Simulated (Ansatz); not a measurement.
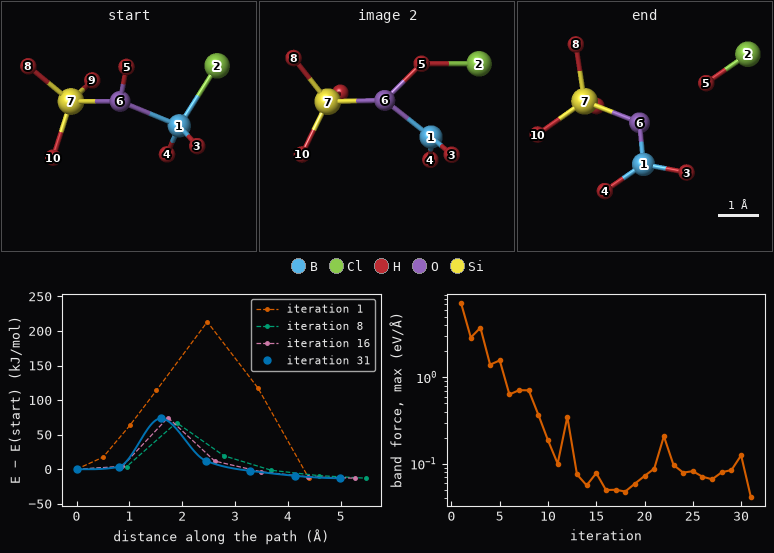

NEB run on BSiH6OCl. Images are numbered from 0 (start) to 6 (end). The plot follows the band through its iterations. Style: ball-and-stick. Shown at a tilt.

The calculation used RKS revPBE/6-31G* in Ansatz 0.2.0. Set-up: 5 movable images; climbing image; force threshold 0.05 eV/Å; iteration limit 60; starting path through a guess of the saddle point.

**Judge this run.**

The result is final at these settings. The band converged in 31 iterations. The largest component of the band force went from 7.2 to 0.042 eV/Å. The climbing image converged on the top of the path. Its vibrational analysis gives one imaginary mode (969i cm⁻¹), as a transition state must have. The first iteration put the highest image at 213.3 kJ/mol. Forward barrier 73.5 kJ/mol, backward barrier 86.4 kJ/mol, with image 2 at the top; the reaction energy is −12.9 kJ/mol.

The run took 2.3 min on 2 threads of Intel(R) Xeon(R) Platinum 8488C (Sapphire Rapids) (shared host), peak memory 0.15 GiB.
